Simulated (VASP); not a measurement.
Band structure of TlCl (space group Pm-3m). Level of theory: PBE GGA, VASP's PBE PAW potentials (set 64) (plane waves; VASP 6.6.1).

Unless said otherwise, spin-orbit coupling is left out, though it shifts the bands of the heavy elements here.

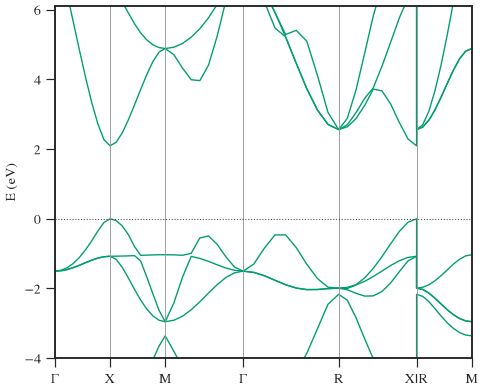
Fig. 1. Bands along high-symmetry lines, zero at the valence-band maximum or, without a gap, the Fermi level

Q: Read the plot: is there a gap, and where are the band edges?

A: The gap is direct, 2.09 eV, from the valence maximum at X to the conduction minimum at X.

The structure is a typed TlCl crystal (Pm-3m). The cell was not relaxed at this level.
